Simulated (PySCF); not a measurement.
# BrGeH3: the cost of one run

Computed with PySCF 2.14.0, with density-fitted response routines of our own, on a single molecule in the gas phase. Atoms are numbered from 0 throughout.

## (1) The molecule as given

5 atoms, charge 0, multiplicity 1; geometry from: GFN2-xTB.

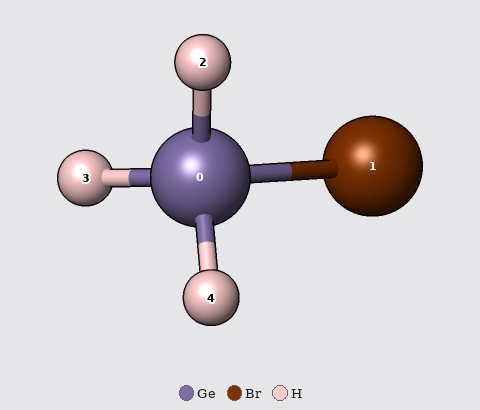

As it starts; germanium purple, bromine brown, hydrogen pink, atoms numbered.

## (2) Geometry optimisation at PBE0-D3(BJ)/def2-SVP

The job: settings as JSON, then the geometry in Å.

```
{"job": {"xc": "PBE0", "basis": "def2-SVP", "d3": "d3bj", "grid": 1, "kind": "geom"}, "charge": 0, "multiplicity": 1}
Ge    -0.182673    -0.003442    -0.010836
Br     2.073676     0.040580     0.077775
H     -0.666018    -0.644887     1.254615
H     -0.650888     1.415433    -0.121259
H     -0.565475    -0.804831    -1.217480
```

Launch:

```bash
$ OMP_NUM_THREADS=1 python probes_run.py task.json out
```

The driver reads the jobs from task.json and runs them one after another.

**Question.** How long does this first job take on 1 thread of Intel Xeon 6975P-C, shared host, and how much memory does it need?

About 7.5 s, with a peak of 0.35 GiB.
